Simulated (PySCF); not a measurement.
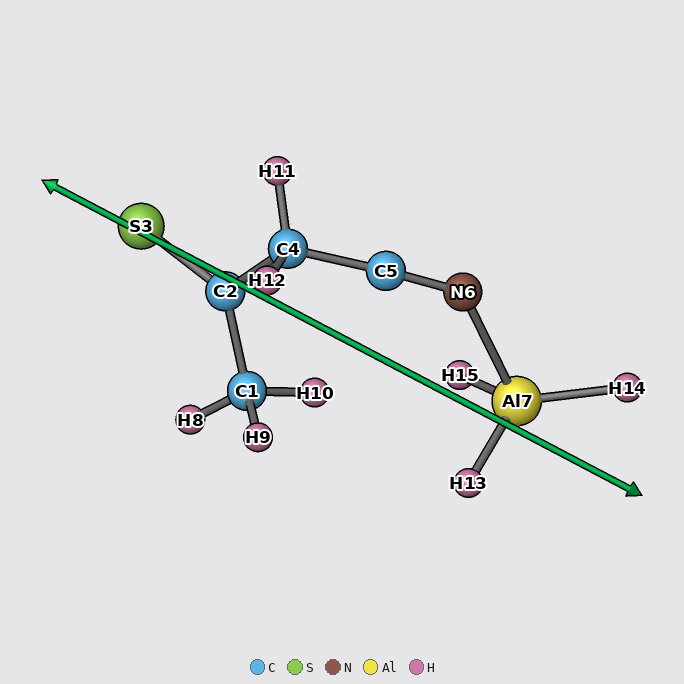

The double arrow shows the direction of the transition dipole to excited singlet state 3 (its length means nothing). The computed structure is the end point of a GFN2-xTB optimisation. No frequency run is at hand to confirm it as a minimum. Properties computed with TDDFT B3LYP/def2-SVPD, vertical, gas phase, core orbitals frozen in the response (PySCF 2.14.0).

### How is the transition polarised?

Close to the long direction S3···Al7.

### Give its energy, strength and character.

3.57 eV (348 nm), oscillator strength 0.025, mainly HOMO−1 → LUMO (weight 0.97); transition dipole 1.35 D.

The geometry is semi-empirical. Around Al such bond lengths and angles can be off by a tenth of an ångström or more and by several degrees, and values that hang on the shape move with them.
